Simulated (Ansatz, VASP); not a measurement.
# SnO2 (Cassiterite) in two plane-wave programs, part 3 of 3

Wanted: the spread between two codes on one cell, functional and k mesh.

VASP 6.6.1 and Ansatz 0.2.0.

So far. Step 3 (VASP: band structure, r2SCAN): The run ends at a pressure of 4.43 GPa, with forces up to 0.28 eV/Å. Step 6 (VASP: band structure, BLYP): The run ends at a pressure of 17.84 GPa, with forces up to 0.38 eV/Å.

## 11. VASP: band structure, B3LYP (continued)

Level of this step: B3LYP; plane waves and PAW (Sn_d, O) (VASP).

Numbers of over 12 decimals in the logs are rounded to 6 here.

Parts of OUTCAR (step 11):

```text
 POSITION                                       TOTAL-FORCE (eV/Angst)
 -----------------------------------------------------------------------------------
      0.00000      0.00000      0.00000        -0.000000     -0.000000     -0.000000
      2.36900      2.36900      1.59325        -0.000000     -0.000000     -0.000000
      1.45504      1.45504      0.00000        -0.202675     -0.202675     -0.000000
      0.91396      3.82404      1.59325         0.202675     -0.202675     -0.000000
      3.28296      3.28296      0.00000         0.202675      0.202675      0.000000
      3.82404      0.91396      1.59325        -0.202675      0.202675      0.000000
 -----------------------------------------------------------------------------------
    total drift:                                0.000006     -0.000001      0.000004

  FREE ENERGIE OF THE ION-ELECTRON SYSTEM (eV)
  ---------------------------------------------------
  free  energy   TOTEN  =       -45.8375389310 eV

  energy  without entropy=      -45.8375389310  energy(sigma->0) =      -45.83753893

[... 1 part as in an earlier step ...]

[... 2 further parts left out ...]
[key lines of the parts left out:]
E-fermi :   5.0031
```

## 12. Differences

What differs besides the data sets and the points named for the pairs above, as far as they apply: exact exchange at q = 0 is treated differently, which shows on coarse meshes; VASP takes a coarser grid for exact exchange (PRECFOCK = Fast). Total energies have different zeros and are not compared.

Both answers:

| quantity | Ansatz | VASP | difference |
| --- | --- | --- | --- |
| gap over the path points (eV) | 3.300 | 3.343 | -0.042 |

Forces (eV/Å; atoms numbered as in POSCAR):

| atom | Ansatz x, y, z | VASP x, y, z |
| --- | --- | --- |
| Sn1 | 0.000, 0.000, 0.000 | 0.000, 0.000, 0.000 |
| Sn2 | 0.000, 0.000, 0.000 | 0.000, 0.000, 0.000 |
| O3 | -0.181, -0.181, 0.000 | -0.203, -0.203, 0.000 |
| O4 | 0.181, -0.181, 0.000 | 0.203, -0.203, 0.000 |
| O5 | 0.181, 0.181, 0.000 | 0.203, 0.203, 0.000 |
| O6 | -0.181, 0.181, 0.000 | -0.203, 0.203, 0.000 |

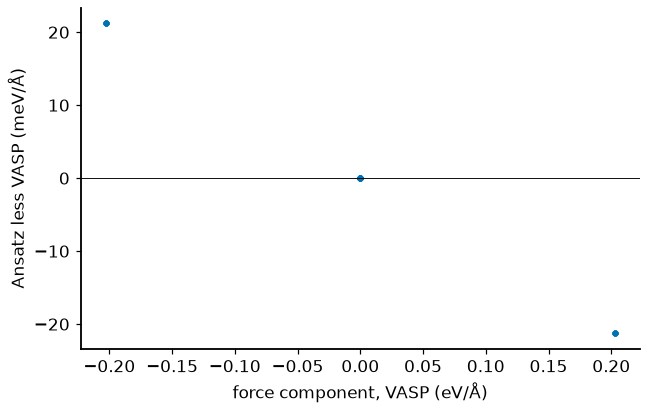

Difference of the force components against their size.

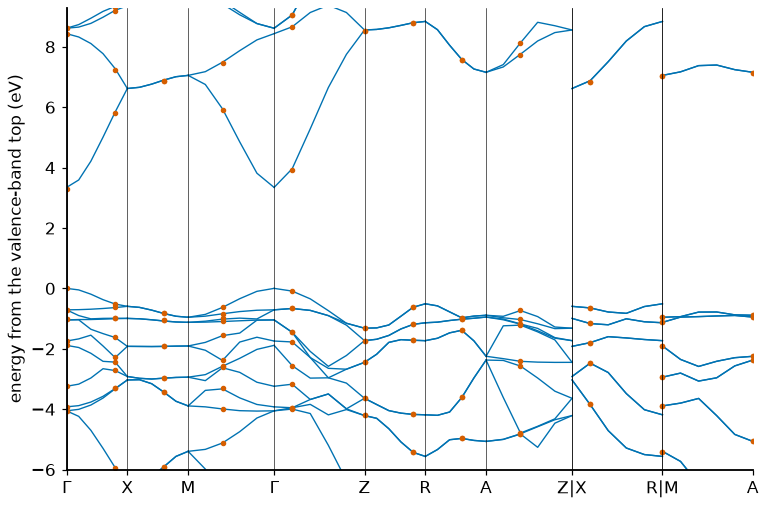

Bands from VASP (lines) and levels from Ansatz (dots). Dots without a line are higher empty bands that the VASP plot leaves out.

Levels at points of the path, from each program's valence-band top (eV; 4 filled, then empty):

| k (reciprocal lattice) | Ansatz | VASP |
| --- | --- | --- |
| 0.000 0.000 0.000 | -1.03 -0.71 -0.71 0.00 3.30 8.41 8.61 | -1.04 -0.71 -0.71 0.00 3.34 8.44 8.61 |
| 0.000 0.400 0.000 | -0.99 -0.97 -0.63 -0.52 5.80 7.24 9.20 | -1.00 -0.99 -0.64 -0.52 5.84 7.28 9.21 |
| 0.300 0.500 0.000 | -1.06 -1.06 -0.83 -0.83 6.87 6.87 9.65 | -1.08 -1.08 -0.83 -0.83 6.90 6.90 9.66 |
| 0.300 0.300 0.000 | -1.08 -1.00 -0.84 -0.63 5.91 7.46 9.40 | -1.10 -1.02 -0.84 -0.63 5.94 7.49 9.42 |
| 0.000 0.000 0.100 | -1.45 -0.66 -0.66 -0.09 3.93 8.65 9.05 | -1.46 -0.67 -0.67 -0.09 3.96 8.66 9.05 |
| 0.000 0.000 0.500 | -1.73 -1.73 -1.31 -1.31 8.53 8.53 12.22 | -1.73 -1.73 -1.32 -1.32 8.56 8.56 12.23 |
| 0.000 0.400 0.500 | -1.19 -1.19 -0.62 -0.62 8.77 8.77 10.59 | -1.19 -1.19 -0.62 -0.62 8.80 8.80 10.60 |
| 0.300 0.500 0.500 | -1.02 -1.02 -0.97 -0.97 7.56 7.56 11.15 | -1.02 -1.02 -0.97 -0.97 7.58 7.58 11.16 |
| 0.300 0.300 0.500 | -1.18 -1.18 -1.03 -0.73 7.73 8.11 10.58 | -1.18 -1.18 -1.03 -0.73 7.75 8.13 10.59 |
| 0.000 0.500 0.100 | -1.16 -1.16 -0.64 -0.64 6.85 6.85 9.74 | -1.17 -1.17 -0.65 -0.65 6.88 6.88 9.74 |

The forces differ by 14 meV/Å r.m.s., which is 10.5 % of the r.m.s. force of 0.14 eV/Å (both taken over all components). Among the levels compared (up to four filled and three empty ones at each point), filled levels agree within 20 meV and empty ones within 42 meV.

## 13. Looking for the cause

The difference is large enough to ask for its cause, so further runs change the set-up of one program at a time, as the table lists.

| run | r.m.s. force difference (meV/Å) |
| --- | --- |
| as above | 14 |
| cores kept as stored, as VASP does | 14 |
| Ansatz's larger PAW set (cutoff 900 eV) | 14 |
| norm-conserving potentials (cutoff 1240 eV) | 13 |

## 14. What came out

| Property | Result |
| --- | --- |
| r.m.s. force difference (band structure, r2SCAN) | 16 meV/Å |
| difference in pressure (band structure, r2SCAN) | -1.1 GPa |
| r.m.s. force difference (band structure, BLYP) | 13 meV/Å |
| difference in pressure (band structure, BLYP) | -1.2 GPa |
| r.m.s. force difference (band structure, B3LYP) | 14 meV/Å |
| difference in gap over the path points (band structure, B3LYP) | -0.042 eV |

The r.m.s. force difference is 16 meV/Å (band structure, r2SCAN), beyond the 12 meV/Å picked in this series as the mark of a large difference. Also far apart in the band structure, r2SCAN pair: the difference in pressure, -1.1 GPa. For band structure, r2SCAN: no further run halves the r.m.s. force difference; only Ansatz's side was varied, and Ansatz's runs with other potentials lie closer to each other than to VASP, which for this quantity points to VASP's side; this was not tested here. The all-electron run, which needs no data set, lies 17 meV/Å from VASP, against 16 for Ansatz's PAW result. Also far apart in the band structure, BLYP pair: the difference in pressure, -1.2 GPa. For band structure, BLYP: norm-conserving potentials (cutoff 1240 eV) cuts the r.m.s. force difference from 13 to 9.2 meV/Å; whether that points to the cause isn't shown, since only Ansatz's side was varied. 1 further run on this material is not shown. How closely two codes agree says nothing of how well the functional describes the real material.

[Lines on the potential files, build, host, timing and source positions are cut from VASP's logs without a mark.]

[Logs are printed without paths, hosts, clocks, repeated set-up lines and the standing remarks that a program may print on its own settings, such as how far it seeks lower states.]

[Hosts, paths, dates, database ids (printed as entryN), source tags and the programs' standing remarks are cut or masked in the printed files.]
